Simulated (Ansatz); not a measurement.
# Run report: CH₁₀OSi₃, geometry relaxation (part 2 of 2)

CH₁₀OSi₃; UKS B3LYP/STO-3G (Ansatz 0.2.0). It belongs to a series of runs on one base structure; here: start relaxed.

Geometry of the input (Å):
```
C  -1.9840  -0.0945  -0.0711
Si -0.5549  -0.8920  -0.8096
O  -0.8016  -2.5338  -0.9519
Si 1.3715  -0.4224  0.5147
Si 1.6350  1.8241  0.3495
H  -1.9035  1.0523  -0.0478
H  -2.8991  -0.2518  -0.6775
H  -2.1920  -0.3815  0.9287
H  -0.2999  -0.3427  -2.1289
H  -0.9327  -3.0301  -0.0963
H  0.9947  -0.8545  1.9408
H  2.5082  -1.1871  0.0620
H  2.7248  2.2779  1.2084
H  0.3909  2.5684  0.8389
H  1.9209  2.2169  -1.0306
```

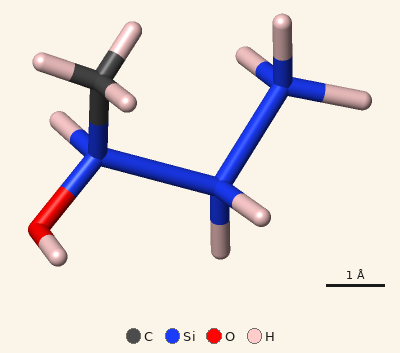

Fig. 1: The geometry at step 3 of the log (stick view, seen at a tilt).

### Output, continued
```
relax step   7: F+E_penalty+E_count = -26566.30170214 eV  Δ(F+E_penalty+E_count) = -4.373e-3 eV  max|allowed force component| = 3.791e-2 eV/Å  Δτ_max = 0.0440 Å  (25 SCF iters, accepted)
these checks for a lower state are left out or cut short: starts, cluster_reference, orbital_swaps, neighbouring_geometries, increment
630 factors; integrals over basis functions are off by at most 1.6e-5 eV
mean field -26566.30202101 eV, -976.2935919859 hartree, gradient 1.7e-5 eV, S^2 0.000000; 0 other end points of the search recorded, 0 dependent functions left out
the calculation of the forces begins
reference -26566.30224967 eV, -976.2936003889 hartree; 33, 33 occupied and 14, 14 virtual orbitals, 630 factors
relax step   8: F+E_penalty+E_count = -26566.30202101 eV  Δ(F+E_penalty+E_count) = -3.189e-4 eV  max|allowed force component| = 6.280e-3 eV/Å  Δτ_max = 0.0143 Å  (21 SCF iters, accepted)
630 factors; integrals over basis functions are off by at most 1.6e-5 eV
mean field evaluation 64: about -26563.4978 eV, gradient 2.0e1 eV
mean field -26566.30202101 eV, -976.2935919859 hartree, gradient 1.7e-5 eV, S^2 0.000000; 1 other end points of the search recorded, 0 dependent functions left out
the calculation of the forces begins
reference -26566.30224967 eV, -976.2936003889 hartree; 33, 33 occupied and 14, 14 virtual orbitals, 630 factors
Total energy: -26566.30224967 eV, -976.2936003889 hartree
Atom 0 at    -2.106775    -0.115791    -0.107258 Å, force    -0.001095    -0.000009    -0.000400 eV/Å
Atom 1 at    -0.544036    -0.925994    -0.796209 Å, force    -0.006280     0.002134     0.001089 eV/Å
Atom 2 at    -0.760955    -2.629616    -0.959873 Å, force     0.003840    -0.002700     0.004194 eV/Å
Atom 3 at     1.266557    -0.336673     0.453903 Å, force    -0.000247    -0.005024    -0.001225 eV/Å
Atom 4 at     1.732417     1.871937     0.426620 Å, force     0.001420     0.001376     0.000846 eV/Å
Atom 5 at    -2.019082     0.978460    -0.122995 Å, force    -0.000350     0.001343    -0.002264 eV/Å
Atom 6 at    -2.987992    -0.384721    -0.703995 Å, force     0.003051     0.000274     0.002459 eV/Å
Atom 7 at    -2.305292    -0.413916     0.930435 Å, force    -0.000867    -0.001167    -0.001503 eV/Å
Atom 8 at    -0.373353    -0.476335    -2.162013 Å, force    -0.000536    -0.001228    -0.003152 eV/Å
Atom 9 at    -0.927254    -2.955117    -0.002907 Å, force    -0.001575     0.000459    -0.002144 eV/Å
Atom 10 at     1.059989    -0.754873     1.824627 Å, force     0.000865     0.001134     0.000059 eV/Å
Atom 11 at     2.427727    -1.066914    -0.007768 Å, force     0.000743     0.001819    -0.000354 eV/Å
Atom 12 at     2.863642     2.183863     1.270597 Å, force    -0.000010    -0.000320     0.000142 eV/Å
Atom 13 at     0.608775     2.650206     0.895972 Å, force     0.001257     0.000719     0.001378 eV/Å
Atom 14 at     2.043932     2.324684    -0.909837 Å, force    -0.000217     0.001190     0.000875 eV/Å
Dipole moment:    -0.040900     0.059399     0.229442 e Å
```

### Trajectory as extended XYZ (Å, eV, eV/Å), 7 of the 8 frames kept, from step=1 to step=8
```
15
Properties=species:S:1:pos:R:3:forces:R:3 step=1 energy=-26565.56546
C    -1.9840   -0.0945   -0.0711   -2.1485   3.7972  -1.0413
Si   -0.5549   -0.8920   -0.8096    3.5767   0.1356   1.0304
O    -0.8016   -2.5338   -0.9519   -0.1582  -1.3107  -2.1272
Si    1.3715   -0.4224    0.5147   -2.4493  -0.3731   0.6480
Si    1.6350    1.8241    0.3495   -0.7162   0.7755   0.8894
H    -1.9035    1.0523   -0.0478    0.2199  -1.7681   0.0024
H    -2.8991   -0.2518   -0.6775    0.2608  -0.2588   0.3465
H    -2.1920   -0.3815    0.9287   -0.3208  -0.6258   1.4534
H    -0.2999   -0.3427   -2.1289   -0.2993  -0.3491  -0.0871
H    -0.9327   -3.0301   -0.0963   -0.0442   0.3102   1.0541
H     0.9947   -0.8545    1.9408    0.7715   0.5886  -1.6575
H     2.5082   -1.1871    0.0620    0.1764   0.0350   0.1002
H     2.7248    2.2779    1.2084   -0.1816   0.0301  -0.3271
H     0.3909    2.5684    0.8389    1.4291  -0.9381  -0.7225
H     1.9209    2.2169   -1.0306   -0.1163  -0.0485   0.4383
15
Properties=species:S:1:pos:R:3:forces:R:3 step=2 energy=-26566.08326
C    -1.9999   -0.1080   -0.0761   -0.9230   0.8248   0.1971
Si   -0.5285   -0.9955   -0.7678    0.0847   0.5856  -0.5160
O    -0.9003   -2.6208   -1.0633    0.1816  -0.6456  -0.6588
Si    1.2331   -0.3496    0.4865    1.3477  -0.0750   0.8140
Si    1.7313    1.8653    0.4384   -0.5651   0.0336  -0.5920
H    -1.8368    0.9878   -0.0447    0.0089  -0.4104  -0.0616
H    -2.9023   -0.2775   -0.6828    0.1061   0.0034   0.0349
H    -2.2437   -0.4133    0.9442   -0.0233  -0.0931   0.2175
H    -0.3666   -0.4898   -2.1196    0.1473  -0.0804   0.0947
H    -1.0659   -3.1143   -0.1964   -0.0016   0.1003   0.5698
H     1.0915   -0.6942    1.8981   -0.2119  -0.0642  -0.3160
H     2.4490   -1.0419    0.0974   -0.1652  -0.0896  -0.0747
H     2.8307    2.3978    1.2215   -0.1052  -0.3719   0.0868
H     0.5170    2.5396    0.8271    0.0554   0.2680   0.1374
H     1.9699    2.2635   -0.9333    0.0636   0.0144   0.0668
15
Properties=species:S:1:pos:R:3:forces:R:3 step=3 energy=-26566.26877
C    -2.0566   -0.0846   -0.0773   -0.2209   0.1838   0.1668
Si   -0.5219   -0.9300   -0.7682   -0.0057   0.0695  -0.0560
O    -0.7792   -2.5996   -1.0236   -0.0093  -0.4341  -0.3722
Si    1.2854   -0.3777    0.4935    0.2889   0.0584   0.2383
Si    1.6879    1.8479    0.4008    0.0488   0.0051  -0.0624
H    -1.9154    1.0055   -0.0477    0.0027  -0.0523  -0.0308
H    -2.9467   -0.2798   -0.6907    0.0721  -0.0300  -0.0311
H    -2.2944   -0.4006    0.9476    0.0495  -0.0434  -0.0202
H    -0.3341   -0.4445   -2.1218    0.0281   0.0047   0.0572
H    -0.9800   -3.0407   -0.1270    0.0165   0.2272   0.2326
H     1.0909   -0.7612    1.8797   -0.0860   0.0349  -0.0903
H     2.4684   -1.1105    0.0811   -0.1135   0.0698  -0.0809
H     2.8007    2.2846    1.2226   -0.1055  -0.1068  -0.0468
H     0.5144    2.5780    0.8181   -0.0094   0.0371   0.0737
H     1.9589    2.2623   -0.9579    0.0439  -0.0238   0.0220
15
Properties=species:S:1:pos:R:3:forces:R:3 step=5 energy=-26566.29520
C    -2.0659   -0.0970   -0.0808   -0.0103  -0.0057  -0.0257
Si   -0.5233   -0.9283   -0.7923    0.0137   0.0177   0.0808
O    -0.7716   -2.6211   -1.0093   -0.0528  -0.1222   0.2499
Si    1.2799   -0.3651    0.4829   -0.0089   0.0034  -0.0166
Si    1.6932    1.8527    0.4016    0.0079   0.0140   0.0104
H    -1.9335    0.9928   -0.0495   -0.0189  -0.0095   0.0020
H    -2.9509   -0.3045   -0.6960   -0.0010   0.0004   0.0039
H    -2.2874   -0.4298    0.9423    0.0205  -0.0036  -0.0276
H    -0.3322   -0.4389   -2.1421   -0.0185  -0.0201   0.0005
H    -0.9697   -2.9759   -0.0624    0.0625   0.1298  -0.2585
H     1.0575   -0.7544    1.8599   -0.0047  -0.0096  -0.0184
H     2.4517   -1.0947    0.0471   -0.0075   0.0108  -0.0013
H     2.8076    2.2427    1.2367   -0.0097  -0.0277  -0.0083
H     0.5359    2.5994    0.8409    0.0172   0.0114   0.0010
H     1.9870    2.2717   -0.9499    0.0104   0.0109   0.0079
15
Properties=species:S:1:pos:R:3:forces:R:3 step=6 energy=-26566.29733
C    -2.0854   -0.1030   -0.0949    0.0546   0.0255  -0.0128
Si   -0.5311   -0.9167   -0.7963   -0.0919  -0.3315  -0.0085
O    -0.7769   -2.6232   -0.9813    0.1186   0.3428  -0.3027
Si    1.2744   -0.3537    0.4694    0.0053   0.0405  -0.0314
Si    1.7132    1.8602    0.4155    0.0080  -0.0087   0.0121
H    -1.9876    0.9907   -0.1041   -0.0239  -0.0084   0.0252
H    -2.9702   -0.3612   -0.6885   -0.0390  -0.0074  -0.0312
H    -2.2789   -0.4117    0.9401   -0.0092   0.0225   0.0218
H    -0.3571   -0.4548   -2.1573    0.0097   0.0091  -0.0034
H    -0.9311   -2.9585   -0.0327   -0.0547  -0.0907   0.3178
H     1.0520   -0.7592    1.8409   -0.0005  -0.0080   0.0063
H     2.4372   -1.0886    0.0205    0.0084   0.0052   0.0007
H     2.8331    2.2128    1.2583    0.0047  -0.0083   0.0007
H     0.5694    2.6188    0.8674    0.0031   0.0139   0.0039
H     2.0173    2.2974   -0.9278    0.0067   0.0036   0.0013
15
Properties=species:S:1:pos:R:3:forces:R:3 step=7 energy=-26566.30170
C    -2.1032   -0.1138   -0.1043   -0.0036   0.0063   0.0190
Si   -0.5416   -0.9236   -0.7950   -0.0062   0.0196  -0.0010
O    -0.7637   -2.6245   -0.9675    0.0038  -0.0379   0.0206
Si    1.2679   -0.3412    0.4586    0.0054   0.0138  -0.0010
Si    1.7286    1.8688    0.4232   -0.0047  -0.0221   0.0032
H    -2.0159    0.9801   -0.1177    0.0081   0.0177  -0.0070
H    -2.9851   -0.3806   -0.7004   -0.0060  -0.0095  -0.0050
H    -2.3011   -0.4126    0.9334   -0.0023  -0.0083  -0.0043
H    -0.3680   -0.4684   -2.1580   -0.0015   0.0061  -0.0162
H    -0.9236   -2.9545   -0.0109   -0.0041  -0.0064  -0.0140
H     1.0580   -0.7561    1.8298    0.0031  -0.0004  -0.0005
H     2.4298   -1.0719   -0.0007   -0.0026   0.0011   0.0019
H     2.8567    2.1893    1.2676    0.0068   0.0036   0.0023
H     0.6003    2.6435    0.8866   -0.0007   0.0085   0.0034
H     2.0392    2.3146   -0.9156    0.0044   0.0078  -0.0016
15
Properties=species:S:1:pos:R:3:forces:R:3 step=8 energy=-26566.30202
C    -2.1068   -0.1158   -0.1073   -0.0011   0.0000  -0.0004
Si   -0.5440   -0.9260   -0.7962   -0.0063   0.0021   0.0011
O    -0.7610   -2.6296   -0.9599    0.0038  -0.0027   0.0042
Si    1.2666   -0.3367    0.4539   -0.0002  -0.0050  -0.0012
Si    1.7324    1.8719    0.4266    0.0014   0.0014   0.0008
H    -2.0191    0.9785   -0.1230   -0.0003   0.0013  -0.0023
H    -2.9880   -0.3847   -0.7040    0.0031   0.0003   0.0025
H    -2.3053   -0.4139    0.9304   -0.0009  -0.0012  -0.0015
H    -0.3734   -0.4763   -2.1620   -0.0005  -0.0012  -0.0032
H    -0.9273   -2.9551   -0.0029   -0.0016   0.0005  -0.0021
H     1.0600   -0.7549    1.8246    0.0009   0.0011   0.0001
H     2.4277   -1.0669   -0.0078    0.0007   0.0018  -0.0004
H     2.8636    2.1839    1.2706    0.0000  -0.0003   0.0001
H     0.6088    2.6502    0.8960    0.0013   0.0007   0.0014
H     2.0439    2.3247   -0.9098   -0.0002   0.0012   0.0009
```

### Key numbers

```csv
quantity,value
outcome,converged
total energy,−26566.3022 eV
mean-field energy,−26566.3022 eV
largest force (length of the vector) at the end,0.007 eV/Å
hardware,"1 thread of Intel Xeon (Granite Rapids), 64 GiB of memory available, shared host"
wall time,33 s
peak memory,0.2 GiB
```
